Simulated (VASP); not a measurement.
Band structure of GaBi (relaxed from the MnP structure, space group Pnma). Method: LDA (Ceperley-Alder, Perdew-Zunger), VASP's LDA PAW potentials (set 64) (plane waves; VASP).

Unless said otherwise, spin-orbit coupling is left out, though it shifts the bands of the heavy elements here.

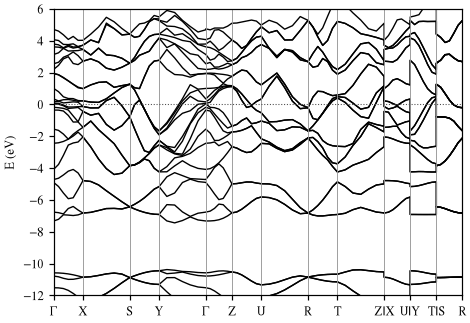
*Bands along high-symmetry lines, zero at the valence-band maximum or, without a gap, the Fermi level*

Task: Read the plot: is there a gap, and where are the band edges?

Result: It has no gap at this level: it comes out as a metal or semimetal. (Edges off the drawn lines would not show.)

The structure was generated: GaBi was put into the MnP type (Pnma), which need not be its known phase. It was relaxed first, which changed the volume by +28 %.
